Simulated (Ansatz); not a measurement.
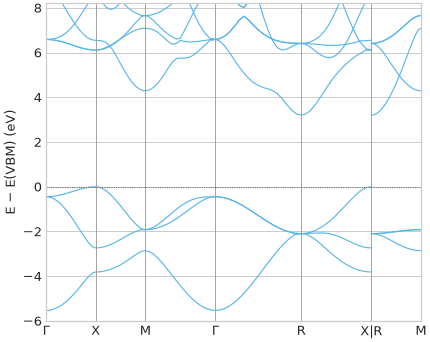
Figure. Band structure from r²SCAN in the plane-wave PAW code Ansatz

Question: Read off the gap and where the band edges lie.

Answer: About 3.2 eV (3.20 eV by a search for the band edges); maximum at X, minimum at R.

Question: Which compound is it?
(A) KTaO3, cubic perovskite
(B) ZnAgF3, cubic perovskite
(C) SiC, Pm-3n (Si on 6c, C on 6d)
(D) KMgH3, cubic perovskite

Answer: D, KMgH3, cubic perovskite

Space group Pm-3m (cubic perovskite). The first step of the workflow began from a Materials Project structure, measured or hypothetical; the Crystallography Open Database files this formula in space group No. 221, but the cells were not matched. Its standing as an ambient phase is unchecked. The cell was relaxed with r²SCAN under the symmetry of its start; its stability against distortions is not shown here.

Potentials: the later of the program's two PAW sets.
